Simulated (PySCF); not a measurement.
**C₅H₉FO₃Si (SMILES CCOC1=C(O[SiH2]O)[C@H]1F): density, localisation and related maps**

```xyz
19

C    -2.4428    0.5727    0.8204
C    -2.4216   -0.7840    0.1286
O    -1.8514   -0.7285   -1.1777
C    -0.5578   -0.4209   -1.2111
C     0.5624   -0.0243   -0.6583
O     1.2623    0.3515    0.3970
Si    2.8912    0.2504    0.6431
O     3.0967    0.9167    2.0983
C     0.6271   -0.3536   -2.1011
F     1.2474   -1.5463   -2.4799
H    -1.4298    0.9135    1.0178
H    -2.9442    1.3055    0.1928
H    -2.9751    0.4903    1.7637
H    -3.4366   -1.1518   -0.0364
H    -1.8675   -1.5095    0.7370
H     3.3090   -1.1297    0.7997
H     3.5651    0.9966   -0.4149
H     2.5959    1.6746    2.3891
H     0.7599    0.3509   -2.9155
```

Geometry: GFN2-xTB.

Method: PBE0/pcSseg-1, SCF density, gas phase, non-relativistic (PySCF).

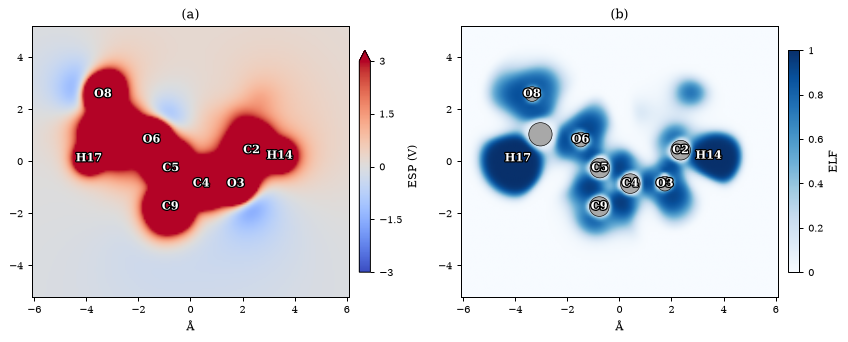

Figure 1. (a) electrostatic potential; (b) ELF on the plane of atoms C4, C5 and O6. Grey discs cover the atomic cores in the ELF map.

Question: Read the bonding off the picture.

Answer:
- The plane passes through C, O and H nuclei.
- C–C (1.31 Å): the ELF peaks at about 0.80 between the atoms; a multiple bond.
- C–O (1.32 Å): the ELF peaks at about 0.85 between the atoms, as expected for a polar covalent bond.
- C–O (1.43 Å): the ELF peaks at about 0.90 between the atoms (a polar covalent bond).
- C–C (1.48 Å): the ELF peaks at about 0.85 between the atoms; a covalent bond.
- The ELF also peaks beside O3, O6 and O8, away from the bonds: lone-pair regions.
- Outside the dense part of the molecule the potential is most negative (−1.5 V) near O3.

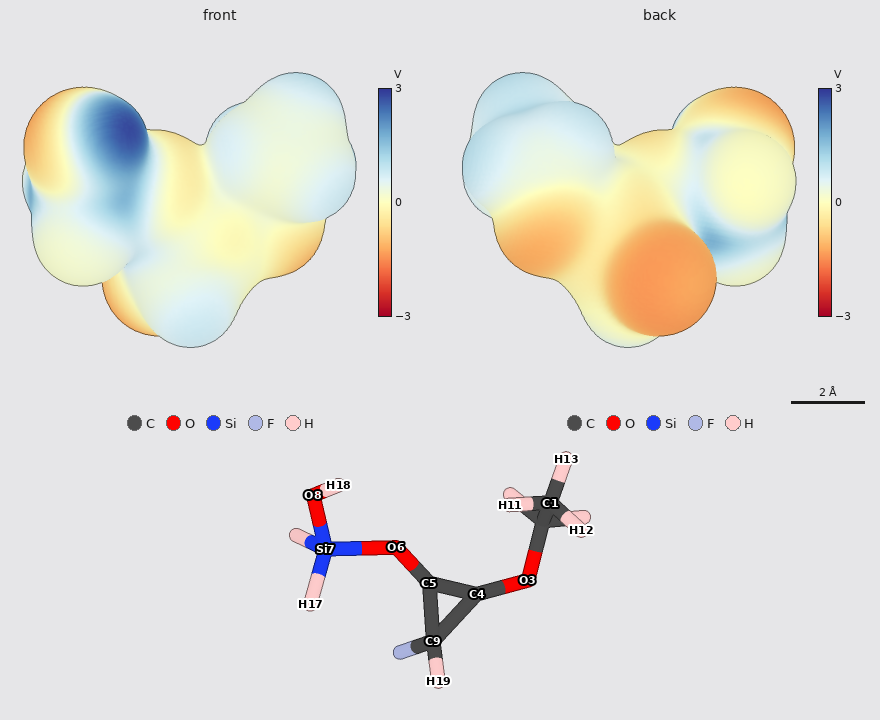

Figure 2. The molecular electrostatic potential painted on the density surface at 0.002 e/bohr³, seen from the front and from behind; red is negative and blue positive. The bare structure is drawn below in the same view.

Question: Which sites attract a positive test charge, and which a negative one?

Answer: A positive charge is drawn to the negative regions and a negative charge to the positive ones. The most negative region (about −1.4 V) lies over F10, the most positive (about +2.6 V) over H18.
